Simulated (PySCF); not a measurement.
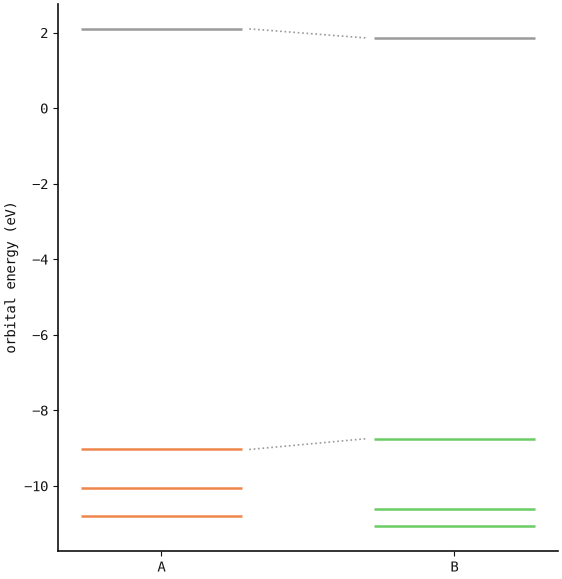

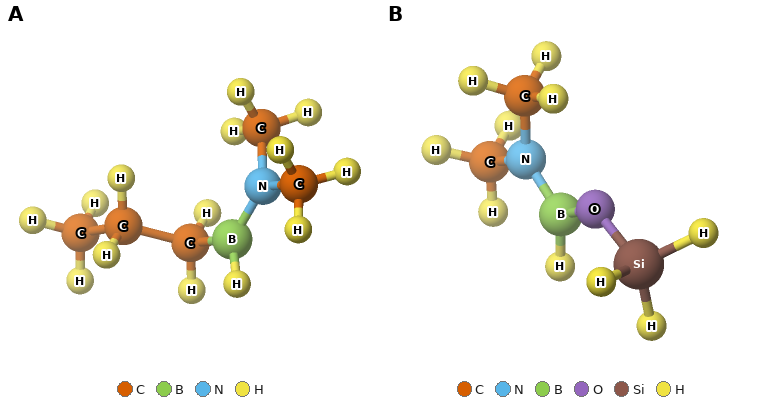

Related molecules: A is C₅H₁₄BN, SMILES CCCBN(C)C; B is C₂H₁₀BNOSi, SMILES CN(C)BO[SiH3]. Frontier orbital energies, ωB97X-D/def2-SVPD, PySCF, at a PBE0-D3(BJ)/def2-SVP geometry (no frequency check); drawn are at most three filled levels and, in grey, the LUMO with any level within 0.03 eV of it; dotted lines join the HOMOs and the LUMOs.

What does the change do to the frontier levels?

From A to B the HOMO rises by 0.29 eV and the LUMO falls by 0.24 eV, so the separation goes from 11.14 to 10.61 eV.

Does the ΔSCF ionisation energy follow the HOMO?

A: −ε(HOMO) 9.04, ΔSCF 9.14 eV; B: −ε(HOMO) 8.75, ΔSCF 8.89 eV.

Limits of at least one run: empty levels above zero depend strongly on the basis; one conformer of a flexible molecule.
